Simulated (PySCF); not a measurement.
| atom | x (Å) | y (Å) | z (Å) |
| --- | --- | --- | --- |
| C | -1.5512 | -0.9590 | 1.0889 |
| C | -0.4098 | -0.5811 | 0.1851 |
| C | 0.8237 | -0.9297 | 0.3955 |
| Si | 2.6324 | -0.9717 | 0.1800 |
| Cl | 3.2960 | 0.9609 | 0.1036 |
| C | -0.7998 | 0.3035 | -0.9955 |
| C | -0.6700 | 1.7785 | -0.6293 |
| F | -1.6279 | 2.1370 | 0.2890 |
| H | -2.0557 | -0.0558 | 1.4276 |
| H | -2.2706 | -1.5664 | 0.5409 |
| H | -1.1955 | -1.5186 | 1.9492 |
| H | 3.2866 | -1.5843 | 1.3352 |
| H | 3.0271 | -1.6130 | -1.0735 |
| H | -1.8308 | 0.0937 | -1.2852 |
| H | -0.1365 | 0.1099 | -1.8381 |
| H | 0.3033 | 1.9923 | -0.1775 |
| H | -0.8283 | 2.4159 | -1.5057 |

Geometry: GFN2-xTB.

All numbers below come from PySCF 2.14.0, density-fitted response routines, UKS B3LYP, pcH-1 on C Cl F H Si, non-relativistic, mean-field spin-orbit, GIAO.

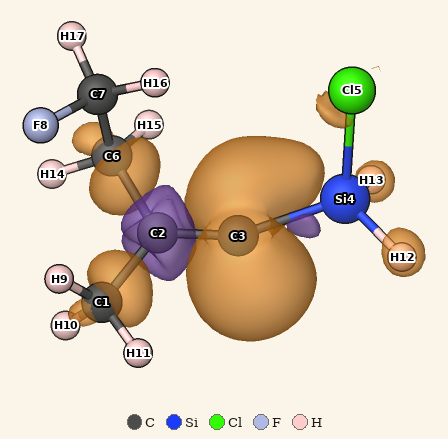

C5H9ClFSi (SMILES C/C(=[C]/[SiH2]Cl)CCF) (doublet). Isosurfaces of the spin density at +0.015 (orange) and −0.015 e/Å³ (purple), seen at a tilt.

> Which atoms carry the spin?

The unpaired spin (1 electron) lies mostly on C3 (about 0.7) and Si4 (about 0.1), in electrons by Hirshfeld's partition.
